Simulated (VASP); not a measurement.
Band structure of BP (relaxed from the CsCl structure, space group Pm-3m). These are r2SCAN meta-GGA, VASP's PBE PAW potentials (set 64) (plane waves; VASP) values and carry that method's errors.

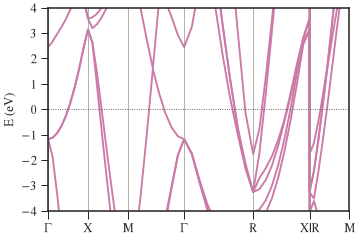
Figure. Bands along high-symmetry lines, zero at the valence-band maximum or, without a gap, the Fermi level

Q: Read the plot: is there a gap, and where are the band edges?

A: It has no gap at this level: it comes out as a metal or semimetal.

The structure was generated: BP was put into the CsCl type (Pm-3m), which need not be its known phase. It was relaxed first, which changed the volume by +19 %. VASP warned that the highest band is occupied, so more bands are needed.
